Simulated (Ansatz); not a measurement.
Molecule (SMILES): F[CH]F, doublet.
Atoms: C1, F2, F3, H4. Bonds: C1-F2, C1-F3, C1-H4.

Basis-set convergence of the highest harmonic wavenumber at HF with Ansatz (a program for electronic structure). Each level at its own minimum, finite differences of forces, unscaled; the reference is a large set that could be run, not a limit. Cartesian d functions, on some or all atoms, in 6-31G*, 6-31G**, 6-31+G*; all else is spherical. The program fits the integrals of some runs and decomposes those of others, by size. Core-valence sets carry the plain set on hydrogen. Open shells are unrestricted. No added dispersion term, no relativity. Reference: the value in aug-pcseg-2, 3311 cm⁻¹, itself unsure by roughly 8 cm⁻¹ (its mean distance from aug-cc-pVTZ, def2-TZVPPD). Deviations are taken from unrounded values.

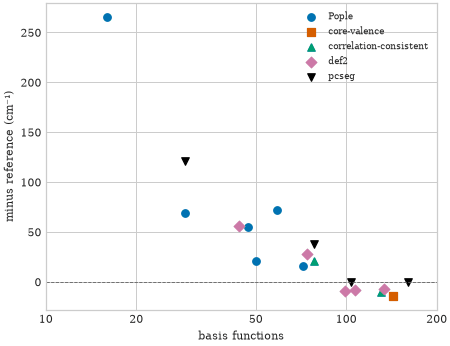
*Deviation from the reference against the number of basis functions, by family of sets.*

```tsv
basis	functions	highest harmonic wavenumber (cm⁻¹)	minus reference (cm⁻¹)
STO-3G	16	3577	266
3-21G	29	3380	69
pcseg-0	29	3433	122
def2-SV(P)	44	3367	56
6-31G*	47	3366	55
6-31G**	50	3332	21
6-31+G*	59	3383	72
6-311+G**	72	3327	16
def2-SVPD	74	3340	28
aug-cc-pVDZ	78	3332	21
aug-pcseg-1	78	3349	38
def2-TZVP	99	3302	-9
pcseg-2	104	3311	-1
def2-TZVPP	107	3303	-8
jun-cc-pV(T+d)Z	131	3301	-11
def2-TZVPPD	134	3305	-7
cc-pCVTZ	143	3297	-14
aug-pcseg-2	161	3311	0
```
